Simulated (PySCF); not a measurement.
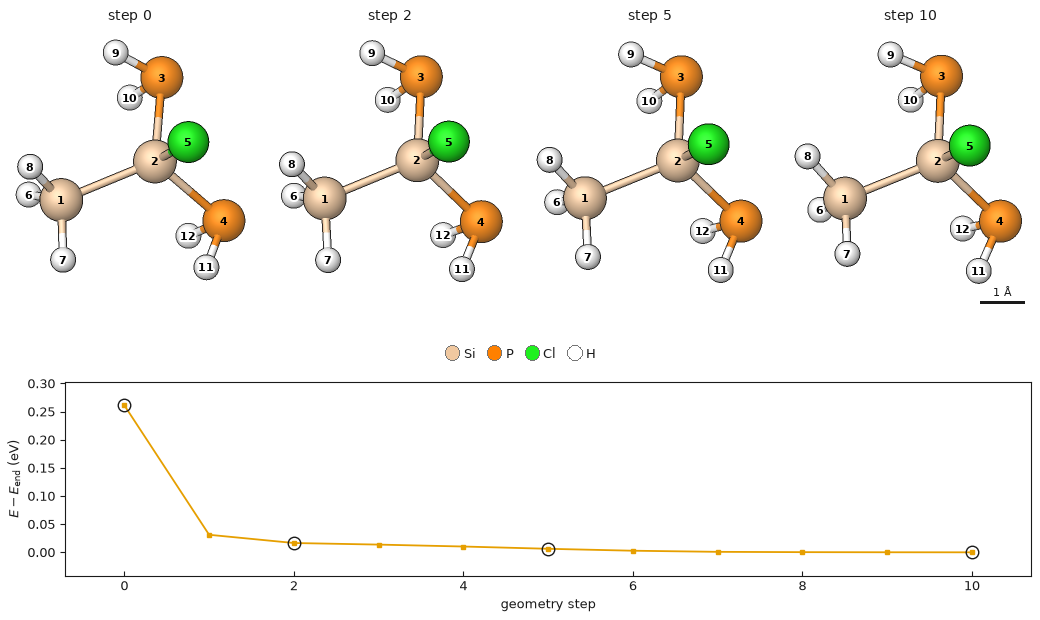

Frames of a relaxation of Si$_{2}$P$_{2}$H$_{7}$Cl, marked on the history of the run. The picture is a ball-and-stick view, seen at a tilt.

The start comes from GFN2-xTB. Its atoms were then displaced at random by about 0.01 Å.

Level of theory: PySCF, PBE0-D3(BJ)/def2-SVP geometry optimisation, gas phase. 

What happens along the run?

H6 moves most after the best rigid fit: 0.46 Å. By element the largest moves are H 0.46 Å, Cl 0.15 Å, P 0.10 Å, Si 0.10 Å. Near-neighbour distances that change, for instance: P3–H10 1.365 → 1.432 Å, Si1–H7 1.439 → 1.495 Å, P3–H9 1.375 → 1.430 Å, P4–H11 1.383 → 1.430 Å. Bond angles that change, for instance: P4–Si2–Cl5 103.4° → 107.1°, Si1–Si2–P4 117.8° → 114.2°, Si1–Si2–P3 117.3° → 114.5°. The energy falls by 0.261 eV in 10 geometry steps. The run took 86 s on 1 thread of Arm Neoverse V1 (shared host). From step 0 to 2: H6 moves most (0.16 Å), energy −0.245 eV. From step 2 to 5: H7 moves most (0.20 Å), energy −0.010 eV. From step 5 to 10: H6 moves most (0.19 Å), energy −0.006 eV.

| step | E − E(0), eV |
| --- | --- |
| 0 | 0.0000 |
| 1 | -0.2299 |
| 2 | -0.2446 |
| 3 | -0.2474 |
| 4 | -0.2508 |
| 5 | -0.2548 |
| 6 | -0.2583 |
| 7 | -0.2603 |
| 8 | -0.2608 |
| 9 | -0.2610 |
| 10 | -0.2611 |
